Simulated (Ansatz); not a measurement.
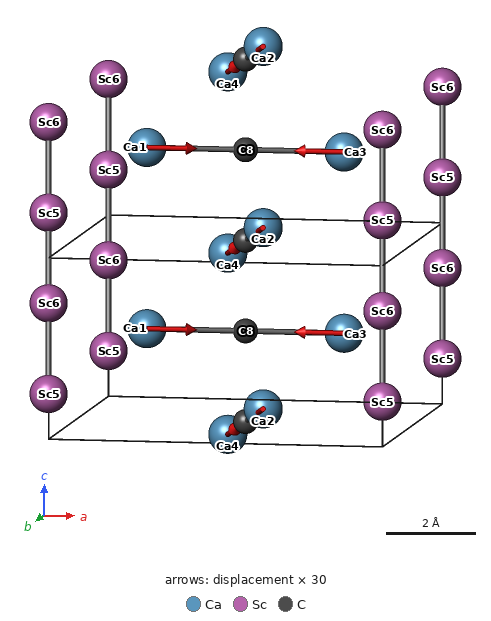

A relaxation of solid Ca2ScC (built on the KCuC2 type) (coarse preliminary run). The starting structure is drawn; red arrows show the displacements (the part carried along by the change of the cell is left out), 30 times their true length.

Style: ball-and-stick. Shown: the cell of the calculation, repeated 1 × 1 × 2 with one cell outlined, from a free direction.

Case: KCuC2 type (P4_2/mmc, No. 131).

Level of theory: DFT PBE, scalar-relativistic, plane waves, PAW (Ansatz). Settings: plane-wave cutoff 420 eV; k-point mesh 2 × 2 × 4; occupations gaussian; smearing width 0.1 eV; no spin polarisation; cell and atoms relaxed; force threshold 0.04 eV/Å; at most 70 steps.

Question: Which element moves most?

Answer: Calcium: up to 0.039 Å, against 0.000 Å for scandium.

Question: What did the optimiser do to the structure, and how much energy did it gain?

Answer: The largest moves relative to the cell, 0.039 Å, are those of Ca atoms. Sc and C stay in place. The drawn cell changes as follows: a = b 7.667 → 7.636 Å (−0.4 %), c 4.130 → 4.291 Å (+3.9 %); the volume changes by +3.1 %. Near-neighbour distances that change, for instance: Sc–Sc 2.065 → 2.145 Å, Ca–Ca 3.137 → 3.202 Å, C–Ca 2.265 → 2.217 Å. The space group stays P4_2/mmc (No. 131). The energy falls by 18.3 meV per atom in 3 accepted moves (4 points after the start). The largest force component goes from 0.48 to 0.023 eV/Å. The pressure goes from 0.58 to 0.26 GPa. At 1 point the geometry stayed and the basis and grid were re-selected for the new cell (energy shift of 0.3 meV per atom at most each time).

Limits of the set-up: the k-point mesh is coarse for a cell with partly filled bands; layers or molecules are held without a dispersion correction, so their spacing is unreliable.
